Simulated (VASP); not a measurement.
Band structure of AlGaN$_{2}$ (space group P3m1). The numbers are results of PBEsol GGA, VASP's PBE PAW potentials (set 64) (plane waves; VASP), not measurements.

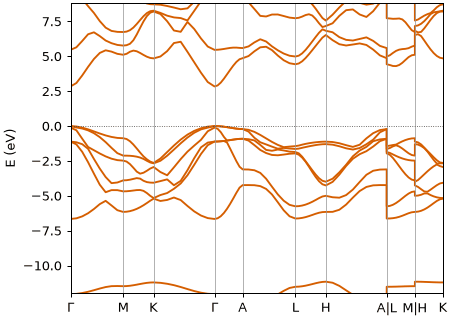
*Bands along high-symmetry lines, zero at the valence-band maximum or, without a gap, the Fermi level*

Task: Read the plot: is there a gap, and where are the band edges?

Result: The gap is direct, 2.84 eV, from the valence maximum at Γ to the conduction minimum at Γ. (Edges off the drawn lines would not show.)

The structure comes from a computed database's AlGaN2 entry (P3m1); how it stands against other phases isn't given here. It was relaxed first.
